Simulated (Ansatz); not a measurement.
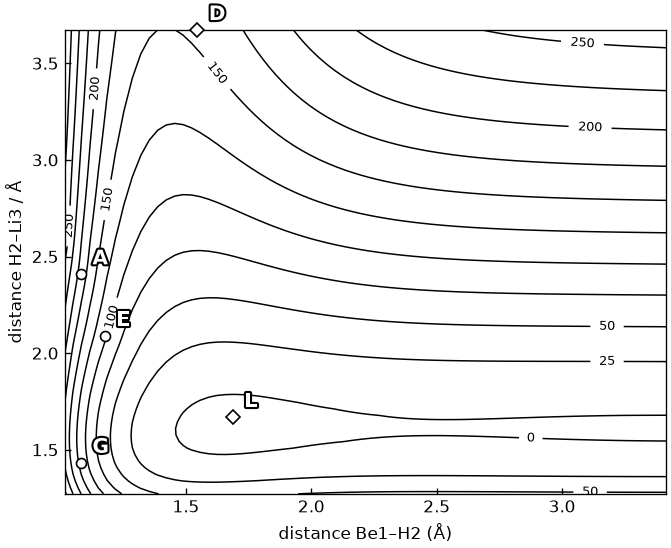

The system Be + HLi. 
- Coordinates scanned: (1) distance Be1–H2; (2) distance H2–Li3.
- Nothing is relaxed (the angle Be1–H2–Li3 is fixed at 140 degrees).
- Grid: 17 × 17 points.
- Points are written as (first, second).
- All energies are given in kJ/mol relative to Be far from the relaxed HLi (each part in its own basis).
- The reference is spin-restricted, so regions where a bond is pulled apart into radicals lie too high.
- These are results of RHF/aug-cc-pVTZ (Ansatz), not measurements.

Drawn: contour lines labelled in kJ/mol, lettered points. Between grid points the surface is interpolated.

What kind of point is each of A, E, G, L: minimum, saddle, maximum or slope?

Answer. A: on a slope; E: on a slope; G: on a slope; L: minimum. (In these two coordinates alone; a stationary point may lie a little off the grid point.)

Rank the lettered points by energy, lowest first.

Answer. L (−6 kJ/mol), E (103 kJ/mol), G (118 kJ/mol), D (155 kJ/mol), A (190 kJ/mol).
